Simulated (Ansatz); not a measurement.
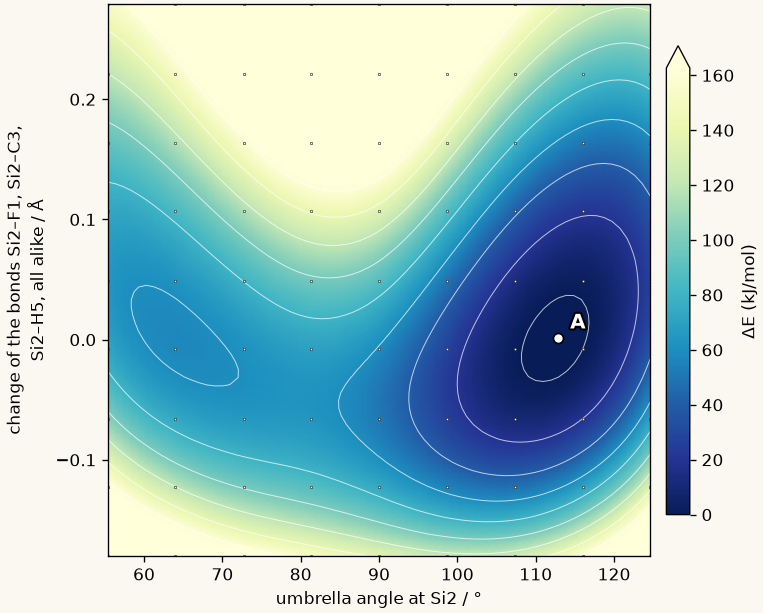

CHFSSi, SMILES F[SiH]=C=S. First axis: umbrella angle at Si2 (between each of its bonds and their common axis; 90 is planar). Second axis: change of the bonds Si2–F1, Si2–C3, Si2–H5, all alike. Nothing is relaxed (all other coordinates rigid). Grid: 9 × 9 points. Points are written as (first, second). Energies: kJ/mol, counted from the lowest grid point. Level of theory: RKS B3LYP-D4/def2-TZVP (Ansatz 0.2.0).

Drawn: a smooth colour map with a few white contour lines, dots at the grid points, one colour for all values above the top of the scale, the point A. Between grid points the surface is interpolated.

**Find the lowest pass out of the well at A.**

The easiest path leads from the well at about (113°, 0.00 Å) to the well at (64.0°, −0.008 Å), about 61 kJ/mol higher. Its highest point lies about 66 kJ/mol above the bottom of the first well on the interpolated surface, at about (80°, −0.05 Å). Seen from the upper well the barrier is about 5.9 kJ/mol. The start is the relaxed structure and all else is held, so a fully relaxed path at this level can only be lower.

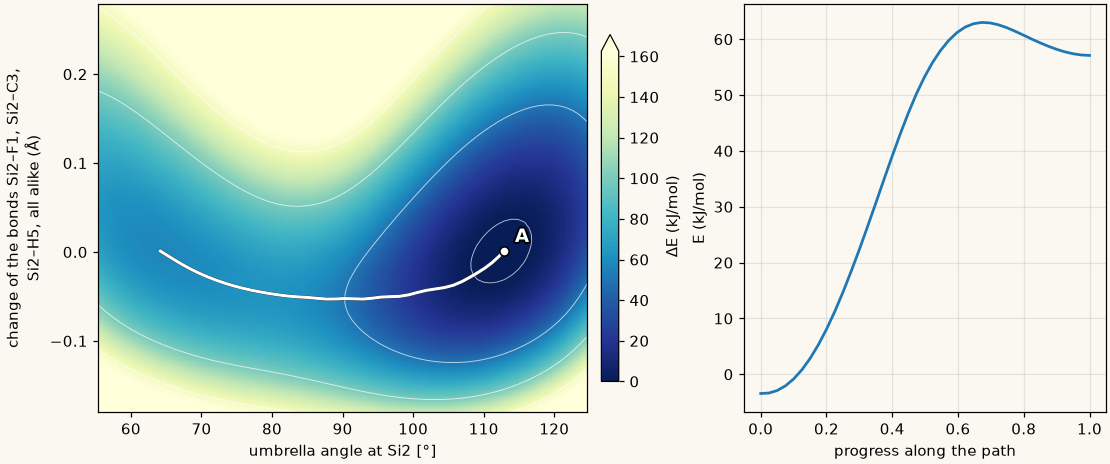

Drawn: a smooth colour map with a few white contour lines, a line along the lowest path, one colour for all values above the top of the scale, the energy along the path at the right. Between grid points the surface is interpolated.
